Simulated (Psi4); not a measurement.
**Geometry relaxation of SnSe (part 3 of 4)**

SnSe, SMILES [Se][Sn]; PBE/def2-TZVPP, RKS, core potentials def2 (Psi4 1.11). The geometry comes from this level: PBE0-D4/def2-TZVP.

Geometry of the input (Å):
```
Se 0.0000  -0.0000  0.0065
Sn -0.0000  0.0000  2.3318
```

**The program's output, continued**
```
  Rotational constants: A = ************  B =      0.06332  C =      0.06332 [cm^-1]
  Rotational constants: A = ************  B =   1898.37303  C =   1898.37303 [MHz]
  Nuclear repulsion =  167.995900659318039

  Charge       = 0
  Multiplicity = 1
  Electrons    = 56
  Nalpha       = 28
  Nbeta        = 28

   => Molecular Quadrature <=

    Radial Scheme          =       TREUTLER
    Pruning Scheme         =           NONE
    Nuclear Scheme         =       TREUTLER

    Blocking Scheme        =         OCTREE
    BS radius alpha        =              1
    Pruning alpha          =              1
    Radial Points          =             99
    Spherical Points       =            590
    Total Points           =         108825
    Total Blocks           =            956
    Max Points             =            256
    Max Functions          =             93
    Weights Tolerance      =       1.00E-15

  ==> Integral Setup <==

  Using in-core PK algorithm.
   Calculation information:
      Number of atoms:                   2
      Number of AO shells:              32
      Number of primitives:             68
      Number of atomic orbitals:       114
      Number of basis functions:        98

      Integral cutoff                 1.00e-12
      Number of threads:                 1

  Performing in-core PK
  Using 23537052 doubles for integral storage.
  We computed 127396 shell quartets total.
  Whereas there are 139656 unique shell quartets.

  ==> DiskJK: Disk-Based J/K Matrices <==

    J tasked:                  Yes
    K tasked:                   No
    wK tasked:                  No
    Memory [MiB]:              900
    Schwarz Cutoff:          1E-12

  Cached 100.0% of DFT collocation blocks in 0.238 [GiB].

  Minimum eigenvalue in the overlap matrix is 3.9966579150E-03.
  Reciprocal condition number of the overlap matrix is 9.7331178818E-04.
    Using symmetric orthogonalization.

  ==> Iterations <==

                        Total Energy        Delta E     RMS |[F,P]|

   @RKS iter   0: -2615.55582593660665   -2.61556e+03   1.63212e-05
   @RKS iter   1: -2615.55557399608506    2.51941e-04   4.40711e-06 DIIS
   @RKS iter   2: -2615.55557202875889    1.96733e-06   1.67296e-05 DIIS
   @RKS iter   3: -2615.55557407553670   -2.04678e-06   2.98175e-06 DIIS
   @RKS iter   4: -2615.55557413047563   -5.49389e-08   3.03152e-07 DIIS
   @RKS iter   5: -2615.55557413119914   -7.23503e-10   4.91164e-08 DIIS
   @RKS iter   6: -2615.55557413121232   -1.31877e-11   7.01347e-09 DIIS
  Energy and wave function converged.

  ==> Post-Iterations <==

   Electrons on quadrature grid:
      Ntotal   =   55.9999991733 ; deviation = -8.267e-07

    Final Occupation by Irrep:
              A
    DOCC [    28 ]
    NA   [    28 ]
    NB   [    28 ]

  @RKS Final Energy: -2615.55557413121232

   => Energetics <=

    Nuclear Repulsion Energy =            167.9959006593180391
    One-Electron Energy =               -4055.7076759069063883
    Two-Electron Energy =                1376.9646410814457340
    DFT Exchange-Correlation Energy =    -104.8084399650696668
    Empirical Dispersion Energy =           0.0000000000000000
    VV10 Nonlocal Energy =                  0.0000000000000000
    Total Energy =                      -2615.5555741312123246

Computation Completed

Properties will be evaluated at   0.000000,   0.000000,   0.000000 [a0]

Properties computed using the SCF density matrix

 Multipole Moments:

 ------------------------------------------------------------------------------------
     Multipole            Electronic (a.u.)      Nuclear  (a.u.)        Total (a.u.)
 ------------------------------------------------------------------------------------

 L = 1.  Multiply by 2.5417464519 to convert [e a0] to [Debye]
 Dipole X            :         -0.0000000            0.0000000           -0.0000000
 Dipole Y            :          0.0000000            0.0000000            0.0000000
 Dipole Z            :         52.8088186          -51.6625650            1.1462536
 Magnitude           :                                                    1.1462536

 ------------------------------------------------------------------------------------

	total time  =          6 seconds =       0.10 minutes

         ------------------------------------------------------------
                                   SCF GRAD
         ------------------------------------------------------------

  ==> Geometry <==

    Molecular point group: c1
    Full point group: C_inf_v

    Geometry (in Bohr), charge = 0, multiplicity = 1:

       Center              X                  Y                   Z               Mass
    ------------   -----------------  -----------------  -----------------  -----------------
         SE           0.000000000000     0.000000000000    -2.671738144622    79.916521800000
         SN           0.000000000000     0.000000000000     1.780751452233   119.902201630000

  Nuclear repulsion =  167.995900659318039

   => Molecular Quadrature <=

    Radial Scheme          =       TREUTLER
    Pruning Scheme         =           NONE
    Nuclear Scheme         =       TREUTLER

    Blocking Scheme        =         OCTREE
    BS radius alpha        =              1
    Pruning alpha          =              1
    Radial Points          =             99
    Spherical Points       =            590
    Total Points           =         108825
    Total Blocks           =            956
    Max Points             =            256
    Max Functions          =             93
    Weights Tolerance      =       1.00E-15

  -Total Gradient:
     Atom            X                  Y                   Z
    ------   -----------------  -----------------  -----------------
       1       -0.000000000000     0.000000000001    -0.000008767032
       2       -0.000000000001    -0.000000000000     0.000022922411

	total time  =         16 seconds =       0.27 minutes

    			-----------------------------------------

    			 OPTKING 3.0: for geometry optimizations

    			        with contributions from

    			-----------------------------------------

	                            ===> Fragment 1 <==

	 Z (Atomic Numbers)          Masses                          Geom
	      34.000000            79.916522          0.00000000  0.00000000 -2.67173814
	      50.000000            119.902202         0.00000000  0.00000000  1.78075145

	 - Coordinate -           - BOHR/RAD -       - ANG/DEG -
	 R(1,2)           =         4.452490           2.356156

	        --- Internal Coordinate Step in ANG or DEG, aJ/ANG or AJ/DEG ---
	-------------------------------------------------------------------------------
	           Coordinate      Previous         Force          Change          New
	           ----------      --------        ------          ------        ------
	               R(1,2)       2.35616       -0.00013       -0.00004       2.35611
	-------------------------------------------------------------------------------

	                                 ==> Convergence Check <==

	Measures of convergence in internal coordinates in au.

	Criteria marked as inactive (o), active & met (*), and active & unmet ( ).

	----------------------------------------------------------------------------------------------
	   Step    Total Energy     Delta E     Max Force     RMS Force      Max Disp      RMS Disp
	----------------------------------------------------------------------------------------------
	  Convergence Criteria              o    1.50e-05 *    1.00e-05 *    6.00e-05 *    4.00e-05 *
	----------------------------------------------------------------------------------------------
	     4   -2615.55557413   -1.90e-07 o    1.58e-05      1.58e-05      8.13e-05      8.13e-05    ~
	----------------------------------------------------------------------------------------------

Next Geometry in Ang
	Fragment 1 (Ang)

	   Se   0.0000000000   0.0000000000  -1.4138014161
	   Sn   0.0000000000   0.0000000000   0.9423115635

    Structure for next step:
    Molecular point group: c1
    Full point group: C_inf_v

    Geometry (in Bohr), charge = 0, multiplicity = 1:

    SE           0.000000000000     0.000000000000    -2.671689333329
    SN           0.000000000000     0.000000000000     1.780718918812

gradient() will perform analytic gradient computation.

  ==> Geometry <==

    Molecular point group: c1
    Full point group: C_inf_v

    Geometry (in Bohr), charge = 0, multiplicity = 1:

       Center              X                  Y                   Z               Mass
    ------------   -----------------  -----------------  -----------------  -----------------
         SE           0.000000000000     0.000000000000    -2.671689333329    79.916521800000
         SN           0.000000000000     0.000000000000     1.780718918812   119.902201630000

  Running in c1 symmetry.

  Rotational constants: A = ************  B =      0.06333  C =      0.06333 [cm^-1]
  Rotational constants: A = ************  B =   1898.44240  C =   1898.44240 [MHz]
  Nuclear repulsion =  167.998969914825523

  Charge       = 0
  Multiplicity = 1
  Electrons    = 56
  Nalpha       = 28
  Nbeta        = 28

  ==> Integral Setup <==

  Using in-core PK algorithm.
   Calculation information:
      Number of atoms:                   2
      Number of AO shells:              32
      Number of primitives:             68
      Number of atomic orbitals:       114
      Number of basis functions:        98

      Integral cutoff                 1.00e-12
      Number of threads:                 1

  Performing in-core PK
  Using 23537052 doubles for integral storage.
  We computed 127397 shell quartets total.
  Whereas there are 139656 unique shell quartets.

  ==> DiskJK: Disk-Based J/K Matrices <==

    J tasked:                  Yes
    K tasked:                   No
    wK tasked:                  No
    Memory [MiB]:              900
    Schwarz Cutoff:          1E-12

  Cached 100.0% of DFT collocation blocks in 0.238 [GiB].

  Minimum eigenvalue in the overlap matrix is 3.9965236421E-03.
  Reciprocal condition number of the overlap matrix is 9.7327154958E-04.
    Using symmetric orthogonalization.

  ==> Iterations <==

                        Total Energy        Delta E     RMS |[F,P]|

   @RKS iter   0: -2615.55558924403340   -2.61556e+03   9.80358e-07
   @RKS iter   1: -2615.55557413145289    1.51126e-05   2.69479e-07 DIIS
   @RKS iter   2: -2615.55557412391909    7.53380e-09   1.03396e-06 DIIS
   @RKS iter   3: -2615.55557413176484   -7.84576e-09   1.77523e-07 DIIS
   @RKS iter   4: -2615.55557413195766   -1.92813e-10   1.82974e-08 DIIS
   @RKS iter   5: -2615.55557413196084   -3.18323e-12   2.90931e-09 DIIS
  Energy and wave function converged.

  ==> Post-Iterations <==

   Electrons on quadrature grid:
      Ntotal   =   55.9999991734 ; deviation = -8.266e-07

    Orbital Energies [Eh]
    ---------------------

    Doubly Occupied:

       1A   -452.080742     2A    -57.392328     3A    -51.539870
       4A    -51.539870     5A    -51.539745     6A     -7.522201
       7A     -5.509026     8A     -5.508960     9A     -5.508960
      10A     -4.912794    11A     -3.295618    12A     -3.295618
      13A     -3.286571    14A     -1.948306    15A     -1.947719
      16A     -1.947719    17A     -1.947477    18A     -1.947476
      19A     -0.958208    20A     -0.958208    21A     -0.953332
      22A     -0.951192    23A     -0.951192    24A     -0.594721
      25A     -0.397617    26A     -0.230846    27A     -0.223378
      28A     -0.223378

    Virtual:

      29A     -0.118602    30A     -0.118602    31A     -0.017667
      32A      0.080252    33A      0.080252    34A      0.097119
      35A      0.110813    36A      0.132404    37A      0.132404
      38A      0.147724    39A      0.166815    40A      0.166815
      41A      0.230710    42A      0.230710    43A      0.270467
      44A      0.270467    45A      0.309617    46A      0.385280
      47A      0.385280    48A      0.386056    49A      0.643554
      50A      0.643554    51A      0.648686    52A      0.674461
      53A      0.674461    54A      0.686866    55A      0.686866
      56A      0.760378    57A      0.795368    58A      0.795368
      59A      0.903214    60A      1.020298    61A      1.029525
      62A      1.029526    63A      1.032352    64A      1.032352
      65A      1.128516    66A      1.128517    67A      1.194970
      68A      1.194970    69A      1.295295    70A      1.295295
      71A      1.337205    72A      1.337205    73A      1.355386
      74A      1.386510    75A      1.386510    76A      1.431403
      77A      1.599302    78A      1.599302    79A      1.895323
      80A      2.162007    81A      2.162007    82A      2.199560
      83A      2.199560    84A      2.316600    85A      2.316600
      86A      2.359778    87A      3.050121    88A      3.374057
      89A      3.374058    90A      3.436747    91A      3.436747
      92A      3.615976    93A      6.429079    94A     35.888502
      95A     36.578661    96A     36.578661    97A     36.774552
      98A    113.354423

    Final Occupation by Irrep:
              A
    DOCC [    28 ]
    NA   [    28 ]
    NB   [    28 ]

  @RKS Final Energy: -2615.55557413196084

   => Energetics <=

    Nuclear Repulsion Energy =            167.9989699148255227
    One-Electron Energy =               -4055.7138037659133261
    Two-Electron Energy =                1376.9677127798122456
    DFT Exchange-Correlation Energy =    -104.8084530606850677
    Empirical Dispersion Energy =           0.0000000000000000
    VV10 Nonlocal Energy =                  0.0000000000000000
    Total Energy =                      -2615.5555741319608387

Computation Completed

Properties will be evaluated at   0.000000,   0.000000,   0.000000 [a0]

Properties computed using the SCF density matrix

 Multipole Moments:

 ------------------------------------------------------------------------------------
     Multipole            Electronic (a.u.)      Nuclear  (a.u.)        Total (a.u.)
 ------------------------------------------------------------------------------------

 L = 1.  Multiply by 2.5417464519 to convert [e a0] to [Debye]
 Dipole X            :         -0.0000000            0.0000000           -0.0000000
 Dipole Y            :         -0.0000000            0.0000000           -0.0000000
 Dipole Z            :         52.8078077          -51.6616211            1.1461866
 Magnitude           :                                                    1.1461866

 ------------------------------------------------------------------------------------

	total time  =          5 seconds =       0.08 minutes

         ------------------------------------------------------------
                                   SCF GRAD
         ------------------------------------------------------------

  ==> Geometry <==

    Molecular point group: c1
    Full point group: C_inf_v

    Geometry (in Bohr), charge = 0, multiplicity = 1:

       Center              X                  Y                   Z               Mass
    ------------   -----------------  -----------------  -----------------  -----------------
         SE           0.000000000000     0.000000000000    -2.671689333329    79.916521800000
         SN           0.000000000000     0.000000000000     1.780718918812   119.902201630000

  Nuclear repulsion =  167.998969914825523

   => Molecular Quadrature <=

    Radial Scheme          =       TREUTLER
    Pruning Scheme         =           NONE
    Nuclear Scheme         =       TREUTLER

    Blocking Scheme        =         OCTREE
    BS radius alpha        =              1
    Pruning alpha          =              1
    Radial Points          =             99
    Spherical Points       =            590
    Total Points           =         108825
    Total Blocks           =            956
    Max Points             =            256
    Max Functions          =             93
    Weights Tolerance      =       1.00E-15

  -Total Gradient:
     Atom            X                  Y                   Z
    ------   -----------------  -----------------  -----------------
       1       -0.000000000001    -0.000000000001     0.000006109601
       2       -0.000000000000     0.000000000000     0.000008048566

	total time  =         19 seconds =       0.32 minutes

    			-----------------------------------------

    			 OPTKING 3.0: for geometry optimizations

    			        with contributions from

    			-----------------------------------------

	                            ===> Fragment 1 <==

	 Z (Atomic Numbers)          Masses                          Geom
	      34.000000            79.916522          0.00000000  0.00000000 -2.67168933
	      50.000000            119.902202         0.00000000  0.00000000  1.78071892

	 - Coordinate -           - BOHR/RAD -       - ANG/DEG -
	 R(1,2)           =         4.452408           2.356113

	        --- Internal Coordinate Step in ANG or DEG, aJ/ANG or AJ/DEG ---
	-------------------------------------------------------------------------------
	           Coordinate      Previous         Force          Change          New
	           ----------      --------        ------          ------        ------
	               R(1,2)       2.35611       -0.00001       -0.00000       2.35611
	-------------------------------------------------------------------------------

	                                 ==> Convergence Check <==

	Measures of convergence in internal coordinates in au.

	Criteria marked as inactive (o), active & met (*), and active & unmet ( ).

	----------------------------------------------------------------------------------------------
	   Step    Total Energy     Delta E     Max Force     RMS Force      Max Disp      RMS Disp
	----------------------------------------------------------------------------------------------
	  Convergence Criteria              o    1.50e-05 *    1.00e-05 *    6.00e-05 *    4.00e-05 *
	----------------------------------------------------------------------------------------------
	     5   -2615.55557413   -7.49e-10 o    9.69e-07 *    9.69e-07 *    4.98e-06 *    4.98e-06 *  ~
	----------------------------------------------------------------------------------------------

Next Geometry in Ang
	Fragment 1 (Ang)

	   Se   0.0000000000   0.0000000000  -1.4137957924
	   Sn   0.0000000000   0.0000000000   0.9423145536

    Final optimized geometry and variables:
    Molecular point group: c1
    Full point group: C_inf_v

    Geometry (in Bohr), charge = 0, multiplicity = 1:

    SE           0.000000000000     0.000000000000    -2.671689333329
    SN           0.000000000000     0.000000000000     1.780718918812

    Psi4 run time: 0:01:43.16

[set-up sections that repeat, and orbital energies of the middle runs, are left out above]
```

**Standard output**
```
Optimizer: Optimization complete!
```

**Trajectory as extended XYZ (Å, eV, eV/Å), 5 frames, from step=0 to step=4**
```
2
Properties=species:S:1:pos:R:3:forces:R:3 step=0 energy=-71172.88416
Se    0.0000    0.0000    0.0065    0.0000   0.0000  -0.5841
Sn    0.0000    0.0000    2.3318    0.0000   0.0000   0.5831
2
Properties=species:S:1:pos:R:3:forces:R:3 step=1 energy=-71172.89161
Se    0.0000    0.0000   -0.0195    0.0000   0.0000   0.2161
Sn    0.0000    0.0000    2.3491    0.0000   0.0000  -0.2168
2
Properties=species:S:1:pos:R:3:forces:R:3 step=2 energy=-71172.89297
Se    0.0000    0.0000   -0.0124    0.0000   0.0000   0.0132
Sn    0.0000    0.0000    2.3444    0.0000   0.0000  -0.0139
2
Properties=species:S:1:pos:R:3:forces:R:3 step=3 energy=-71172.89298
Se    0.0000    0.0000   -0.0120    0.0000   0.0000   0.0004
Sn    0.0000    0.0000    2.3442    0.0000   0.0000  -0.0012
2
Properties=species:S:1:pos:R:3:forces:R:3 step=4 energy=-71172.89298
Se    0.0000    0.0000   -0.0120    0.0000   0.0000  -0.0003
Sn    0.0000    0.0000    2.3441    0.0000   0.0000  -0.0004
```

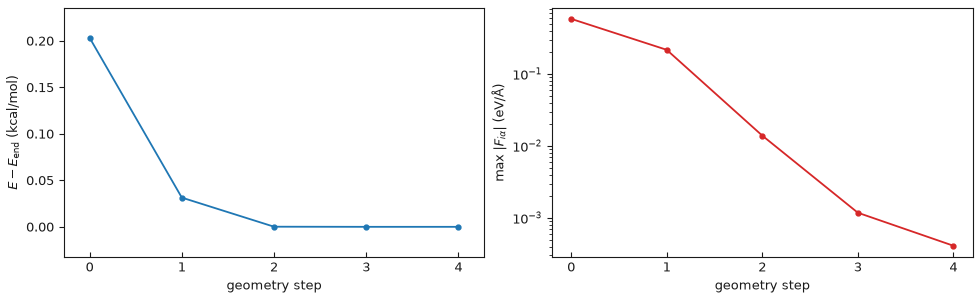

Figure 1. Progress of the relaxation, step by step (steps are counted from 0).

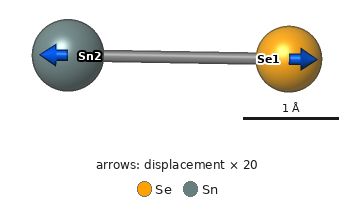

Figure 2. The starting structure with the displacements as blue arrows, magnified 20 times (ball-and-stick view, seen at a tilt). The two geometries are laid on each other by the best rigid fit. The largest moves after the best rigid fit, 0.015 Å, are those of Se1 and Sn2. By element the largest moves are Sn 0.015 Å, Se 0.015 Å. Among the contacts that change: Se1–Sn2 2.325 → 2.356 Å. Over 4 geometry steps the energy falls by 0.20 kcal/mol. The largest force component goes from 0.58 to 0.00041 eV/Å. (Atoms are counted from 1 in the order of the input.)
